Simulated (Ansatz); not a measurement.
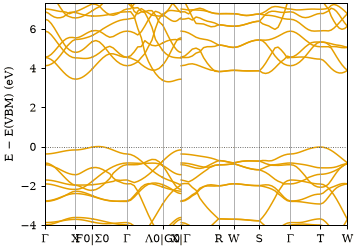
Fig. 1. Band structure from plane-wave PAW r²SCAN (Ansatz code)

The gap is 3.30 eV; an edge lies off the plotted path or next to a special point (maximum off the standard path, minimum on the G0–X line, 32 % of the way from G0).

The material is SiS2 in space group Ibam (No. 72; Si on 4a, S on 8j).

Symmetry was held in the r²SCAN relaxation. A crystal of weakly bound chains computed without a dispersion correction: the cell and the soft elastic constants depend strongly on that.

Potentials: the earlier of the program's two PAW sets.
